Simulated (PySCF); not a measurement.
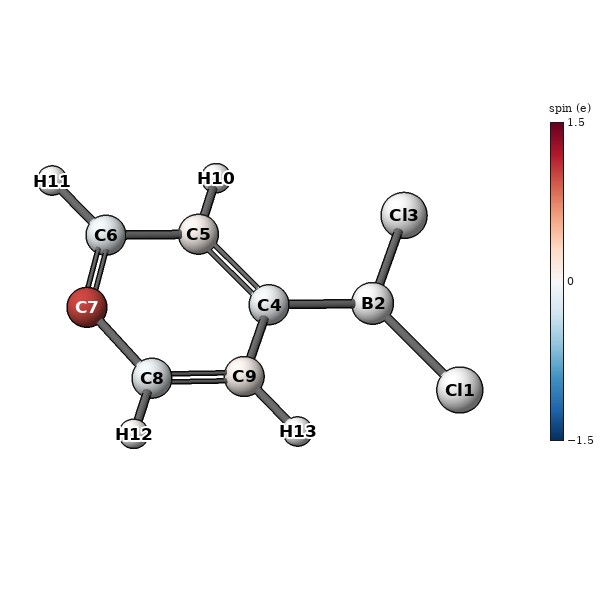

Atoms are coloured by their Mulliken spin populations. The species is neutral and a spin doublet. The computed structure is the end point of a GFN2-xTB optimisation. No frequency run is at hand to confirm it as a minimum. Level of theory: UKS B3LYP, pcH-1 on B C Cl H, non-relativistic (PySCF 2.14.0).

Question: Which atom carries the largest spin population?

Answer: C7 (1.01 e).

Question: Which atom has the lowest spin population?

Answer: C6, C8 (−0.07 e); a negative value comes from spin polarisation.

Give the Mulliken spin populations atom by atom.

| atom | value (e) |
| --- | --- |
| Cl1 | 0.00 |
| B2 | 0.00 |
| Cl3 | 0.00 |
| C4 | −0.04 |
| C5 | 0.06 |
| C6 | −0.07 |
| C7 | 1.01 |
| C8 | −0.07 |
| C9 | 0.06 |
| H10 | 0.01 |
| H11 | 0.02 |
| H12 | 0.02 |
| H13 | 0.01 |

Mulliken values depend strongly on the basis set. The geometry is semi-empirical. Around B such bond lengths and angles can be off by a tenth of an ångström or more and by several degrees, and values that hang on the shape move with them.
